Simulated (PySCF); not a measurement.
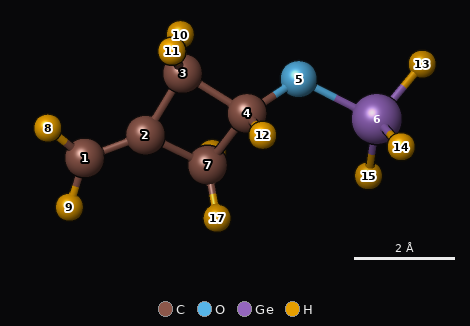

Fig. 1: The structure (ball-and-stick view, seen at a tilt; atoms are numbered from 1 in the order of the input). Sticks mark near contacts.

## Run report: C$_{5}$H$_{10}$GeO, spin–spin coupling calculation

The run: spin–spin coupling calculation of C$_{5}$H$_{10}$GeO, SMILES C=C1CC([O][GeH3])C1. Method and program: B3LYP/pcJ-1 Ge:pcSseg-1 indirect spin-spin coupling, non-relativistic, gas phase (PySCF 2.14.0).

The geometry comes from this level: PBE0-D3(BJ)/def2-SVP. It belongs to a series of runs on one base structure; here: constitutional isomer. Figures and captions count atoms from 1; the log counts them from 0 in places.

Input file
```
{"job": {"kind": "j", "xc": "B3LYP", "basis": "pcJ-1"}, "charge": 0, "multiplicity": 1}
C     -3.250839     0.407921     0.164229
C     -1.928008     0.496941     0.065258
C     -0.815178     0.744978     1.055942
C      0.120170    -0.004357     0.089023
O      1.379609     0.564634    -0.073354
Ge     2.575795    -0.207558    -1.152407
C     -0.936786     0.184127    -1.031374
H     -3.763326     0.611676     1.108598
H     -3.866856     0.128866    -0.695207
H     -0.521399     1.807995     1.082751
H     -0.923976     0.373026     2.085499
H      0.188172    -1.074210     0.370517
H      3.861280     0.600135    -0.946965
H      2.739453    -1.682033    -0.728273
H      2.082253    -0.129082    -2.611420
H     -0.689987     1.082905    -1.622227
H     -1.152944    -0.652351    -1.713570
```

The first line tells a small driver script what to run in PySCF; the rest is the geometry in Å.

Run as:
```bash
OMP_NUM_THREADS=1 python <driver script> task.json out
```

Output
```
coarse grid: 63216 points
cycle   1  E = -2348.4077920562  dE =  1.170e-01  |g| = 1.210e+00  |ddm| = 3.539e+00
cycle   2  E = -2348.0299510197  dE =  3.778e-01  |g| = 1.843e+00  |ddm| = 2.178e+00
cycle   3  E = -2348.5499306859  dE = -5.200e-01  |g| = 3.892e-01  |ddm| = 1.780e+00
cycle   4  E = -2348.5759534516  dE = -2.602e-02  |g| = 8.778e-02  |ddm| = 3.336e-01
cycle   5  E = -2348.5770572959  dE = -1.104e-03  |g| = 1.294e-02  |ddm| = 7.922e-02
cycle   6  E = -2348.5770892916  dE = -3.200e-05  |g| = 5.169e-03  |ddm| = 1.643e-02
cycle   7  E = -2348.5770948537  dE = -5.562e-06  |g| = 2.092e-03  |ddm| = 4.932e-03
final grid: 134008 points
cycle   8  E = -2348.5771131300  dE =  2.728e-06  |g| = 3.991e-03  |ddm| = 5.071e-03
cycle   9  E = -2348.5771017731  dE =  1.136e-05  |g| = 7.908e-03  |ddm| = 8.795e-03
cycle  10  E = -2348.5771169917  dE = -1.522e-05  |g| = 2.140e-04  |ddm| = 5.829e-03
cycle  11  E = -2348.5771170016  dE = -9.974e-09  |g| = 3.343e-05  |ddm| = 2.124e-04
cycle  12  E = -2348.5771170018  dE = -1.328e-10  |g| = 3.095e-06  |ddm| = 2.522e-05
```

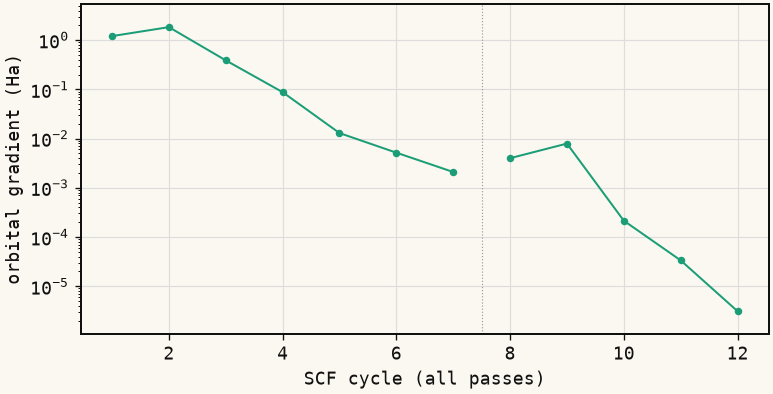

Fig. 2: Convergence of the self-consistent field: orbital gradient against the SCF cycle. The dotted line marks the change from a coarse to the final integration grid. The first 7 cycles use a coarse grid, the final grid takes over at cycle 8, and the field converges after 12 cycles in all.

```
converged SCF energy = -2348.5771170018

Indirect spin-spin couplings (Hz)
  i      j    bonds     total        FC       PSO       DSO        SD
  0 C    1 C    1     82.340    91.799    -9.652     0.193         -
  0 C    2 C    2      0.412     0.842    -0.384    -0.047         -
  0 C    3 C    3      9.134     9.054     0.136    -0.057         -
  0 C    4 O    4     -1.945    -1.850    -0.123     0.028         -
  0 C    6 C    2      0.151     0.566    -0.370    -0.044         -
  0 C    7 H    1    167.432   166.193     0.649     0.589         -
  0 C    8 H    1    167.337   166.094     0.652     0.590         -
  0 C    9 H    3      4.888     5.005     0.159    -0.275         -
  0 C   10 H    3      2.876     3.093    -0.083    -0.134         -
  0 C   11 H    4      0.646     0.623     0.200    -0.177         -
  0 C   15 H    3      4.750     4.864     0.144    -0.258         -
  0 C   16 H    3      2.942     3.150    -0.092    -0.116         -
  1 C    2 C    1     36.114    36.592    -0.738     0.260         -
  1 C    3 C    2     -9.991   -10.029    -0.090     0.129         -
  1 C    4 O    3     -4.918    -4.993     0.065     0.010         -
  1 C    6 C    1     36.094    36.574    -0.744     0.264         -
  1 C    7 H    2     -1.283     0.550    -1.465    -0.368         -
  1 C    8 H    2     -1.497     0.334    -1.463    -0.368         -
  1 C    9 H    2     -8.958    -9.187     0.231    -0.002         -
  1 C   10 H    2     -4.078    -4.105     0.164    -0.137         -
  1 C   11 H    3      1.093     1.007     0.056     0.030         -
  1 C   12 H    5     -0.306    -0.129     0.176    -0.352         -
  1 C   14 H    5      0.294     0.301     0.091    -0.098         -
  1 C   15 H    2     -8.979    -9.222     0.220     0.023         -
  1 C   16 H    2     -4.302    -4.343     0.150    -0.110         -
  2 C    3 C    1     35.043    34.696     0.050     0.297         -
  2 C    4 O    2     -9.271    -9.279     0.048    -0.040         -
  2 C    6 C    2      0.785     0.904    -0.173     0.055         -
  2 C    7 H    3      6.921     7.009    -0.078    -0.010         -
  2 C    8 H    3     11.434    11.562     0.300    -0.428         -
  2 C    9 H    1    139.650   138.005     0.655     0.989         -
  2 C   10 H    1    147.463   145.911     0.636     0.916         -
  2 C   11 H    2     -1.245    -1.357     0.075     0.036         -
  2 C   12 H    4      0.255     0.418     0.169    -0.332         -
  2 C   13 H    4     -0.174    -0.116     0.153    -0.211         -
  2 C   14 H    4      0.276     0.369     0.178    -0.271         -
  2 C   15 H    3      1.691     1.729     0.054    -0.092         -
  2 C   16 H    3     12.188    12.262     0.374    -0.448         -
  3 C    4 O    1     25.617    25.014     0.813    -0.209         -
  3 C    6 C    1     31.020    30.586     0.129     0.305         -
  3 C    7 H    4     -1.554    -1.592     0.256    -0.218         -
  3 C    8 H    4     -1.480    -1.519     0.255    -0.216         -
  3 C    9 H    2     -8.836    -9.142     0.180     0.126         -
  3 C   10 H    2     -2.266    -2.372     0.132    -0.026         -
  3 C   11 H    1    151.458   150.256    -0.250     1.452         -
  3 C   12 H    3      6.763     7.252     0.266    -0.756         -
  3 C   13 H    3      1.338     1.390    -0.075     0.022         -
  3 C   14 H    3     -0.281    -0.157    -0.012    -0.112         -
  3 C   15 H    2     -8.000    -8.339     0.181     0.158         -
  3 C   16 H    2     -1.647    -1.788     0.131     0.010         -
  4 O    6 C    2     -1.034    -1.238     0.235    -0.032         -
  4 O    8 H    5     -0.336    -0.288    -0.145     0.098         -
  4 O    9 H    3     -4.476    -4.236    -0.002    -0.238         -
  4 O   10 H    3     -1.149    -1.055    -0.122     0.028         -
  4 O   11 H    2     -3.576    -3.118    -0.386    -0.072         -
  4 O   12 H    2    -17.513   -17.665    -0.102     0.254         -
  4 O   13 H    2     -1.820    -2.053    -0.121     0.354         -
  4 O   14 H    2     -2.722    -2.962    -0.124     0.365         -
  4 O   15 H    3     -2.966    -2.779     0.009    -0.196         -
  4 O   16 H    3     -0.210    -0.170    -0.115     0.075         -
  6 C    7 H    3     11.502    11.623     0.300    -0.420         -
  6 C    8 H    3      6.991     7.070    -0.080     0.002         -
  6 C    9 H    3      1.727     1.771     0.049    -0.092         -
  6 C   10 H    3     12.652    12.728     0.378    -0.454         -
  6 C   11 H    2      1.191     1.062     0.060     0.069         -
  6 C   12 H    4     -0.496    -0.166     0.179    -0.509         -
  6 C   14 H    4     -0.303    -0.446    -0.147     0.289         -
  6 C   15 H    1    138.946   137.202     0.706     1.038         -
  6 C   16 H    1    145.565   143.918     0.683     0.964         -
  7 H    8 H    2      0.765     0.464     3.704    -3.403         -
  7 H    9 H    4     -3.744    -3.681     0.464    -0.527         -
  7 H   10 H    4     -1.844    -1.800    -0.478     0.434         -
  7 H   11 H    5      0.185     0.154     0.733    -0.703         -
  7 H   12 H    7     -0.369    -0.013     0.539    -0.896         -
  7 H   15 H    4     -4.097    -4.043     1.408    -1.463         -
  7 H   16 H    4     -2.392    -2.297     1.393    -1.488         -
  8 H    9 H    4     -4.173    -4.094     1.421    -1.500         -
  8 H   10 H    4     -2.435    -2.317     1.410    -1.528         -
  8 H   11 H    5      0.160     0.128     0.735    -0.703         -
  8 H   12 H    7     -0.414     0.031     0.529    -0.975         -
  8 H   15 H    4     -3.637    -3.607     0.427    -0.457         -
  8 H   16 H    4     -1.797    -1.789    -0.513     0.506         -
  9 H   10 H    2    -16.738   -17.033     2.285    -1.989         -
  9 H   11 H    3      8.068     7.919     2.406    -2.257         -
  9 H   12 H    5     -0.438    -0.052     0.338    -0.724         -
  9 H   13 H    5     -0.303     0.197     0.812    -1.312         -
  9 H   14 H    5     -0.364    -0.022     0.550    -0.892         -
  9 H   15 H    4     -2.736    -2.840    -0.483     0.586         -
  9 H   16 H    4     -3.142    -3.133     2.036    -2.044         -
 10 H   11 H    3      8.113     7.913    -0.217     0.417         -
 10 H   12 H    5     -0.539    -0.060     0.641    -1.119         -
 10 H   14 H    5     -0.444    -0.016     0.920    -1.347         -
 10 H   15 H    4     -3.203    -3.200     2.041    -2.043         -
 10 H   16 H    4      5.831     5.840     1.712    -1.721         -
 11 H   12 H    4     -2.006    -0.133     0.985    -2.859         -
 11 H   13 H    4      0.962     0.159    -1.193     1.995         -
 11 H   14 H    4     -0.361     0.329     0.348    -1.038         -
 11 H   15 H    3      7.852     7.659     2.360    -2.167         -
 11 H   16 H    3      7.326     7.047    -0.245     0.524         -
 12 H   13 H    2     20.739    24.348     1.168    -4.777         -
 12 H   14 H    2     22.963    26.497     1.138    -4.672         -
 12 H   15 H    5     -1.029     0.023     0.383    -1.435         -
 12 H   16 H    5     -1.167     0.180     0.772    -2.119         -
 13 H   14 H    2     26.690    29.963     1.015    -4.288         -
 13 H   15 H    5     -0.919    -0.049     0.635    -1.504         -
 14 H   15 H    5      0.760     0.006    -0.939     1.693         -
 14 H   16 H    5      1.098     0.444    -0.653     1.307         -
 15 H   16 H    2    -15.711   -16.158     2.244    -1.797         -
```

Summary

- outcome: converged
- total energy: −2348.577117 hartree
- HOMO: −6.84 eV
- LUMO: −0.02 eV
- dipole moment: 1.24 D
- hardware: 1 CPU thread, shared host
- wall time: 97 s
- peak memory: 1.3 GiB

Spin–orbit coupling is left out, which matters for the heavy atoms.
